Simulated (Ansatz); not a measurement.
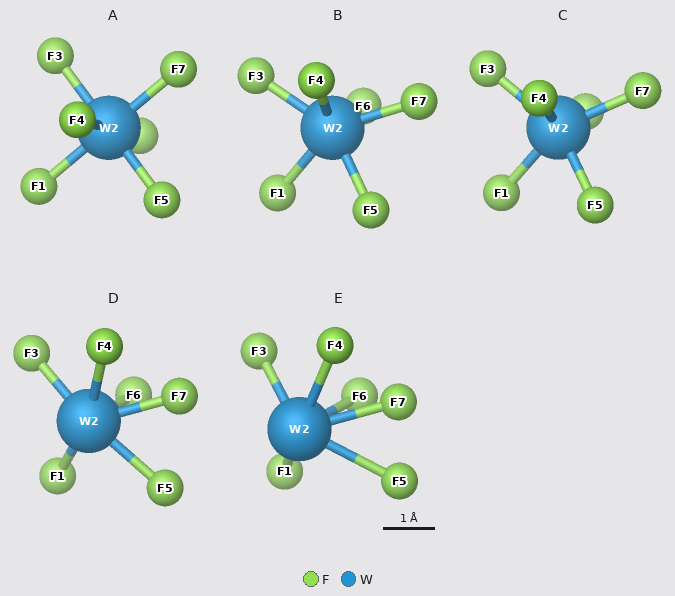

5 geometries from one relaxation of WF$_{6}$ (coarse preliminary run), in shuffled order. Style: ball-and-stick. Shown from a free direction.

The start comes from a force field.

The calculation used RKS PBE-D4/def2-SVP (Ansatz 0.2.0). (force threshold 0.03 eV/Å; at most 200 steps)

Question: Order the frames from highest to lowest energy.

Answer: E, D, B, C, A. They are steps 0, 2, 5, 7, 11, at +1590.4 kJ/mol, +719.8 kJ/mol, +93.7 kJ/mol, +36.7 kJ/mol relative to the last. F4 moves most after the best rigid fit: 1.32 Å. Largest moves by element: F 1.32 Å, W 0.95 Å. Near-neighbour distances that change, for instance: F5–F7 1.583 → 2.632 Å, W2–F5 2.254 → 1.861 Å, W2–F6 2.179 → 1.861 Å, W2–F4 2.102 → 1.861 Å. Bond angles that change, for instance: F4–W2–F6 87.8° → 179.9°, F1–W2–F7 99.2° → 179.9°, F1–W2–F4 146.6° → 90.0°. The energy falls by 1590.4 kJ/mol in 11 geometry steps. Largest force component: 8.5 eV/Å at the start, 0.0046 eV/Å at the end. The run took about 60 core-seconds on a shared host.
